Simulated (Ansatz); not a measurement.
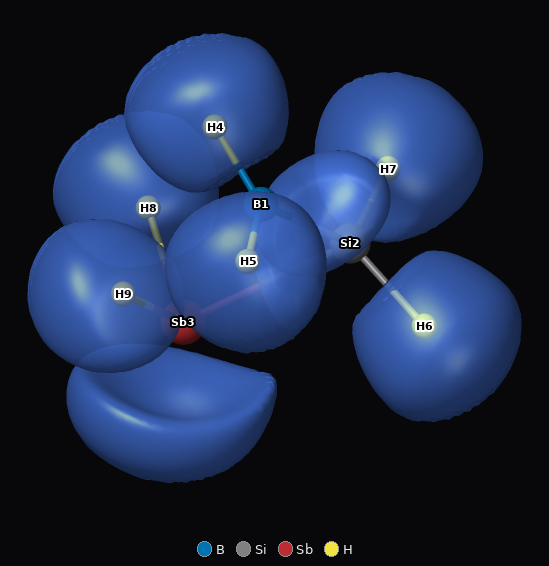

Figure. BH₆SbSi (SMILES B[SiH2][SbH2]). Isosurface of the ELF at 0.75 (blue), seen from one side. Only the valence region is drawn (cores and ρ < 0.01 e/Å³ removed).

Core potentials replace the inner electrons of Sb.

Theory: Ansatz, RKS B3LYP/def2-SVP.

```xyz
9

B    -1.0393    0.5206   -0.5764
Si    0.9188    0.6453   -0.5090
Sb    0.6062   -0.9028    1.6242
H    -1.5729   -0.3896   -1.1577
H    -1.7058    1.3163    0.0373
H     1.5865    1.9016   -0.0661
H     1.7827   -0.0875   -1.4757
H     0.5362   -2.3119    0.6363
H    -1.1125   -0.6919    1.4871
```

**Describe the localisation domains.**

At this value the surface marks out one region between bonded B–Si atoms (shared pairs), one region between bonded Sb–Si atoms (shared pairs), six regions around hydrogen nuclei and one lobe on Sb, pointing away from the bonds (lone pairs). Along the contacts the grid gives the following. Si–B (1.96 Å): the ELF peaks at about 1 between the atoms (a shared electron pair). Si–Sb (2.65 Å): the ELF peaks at about 0.90 between the atoms; a shared electron pair.
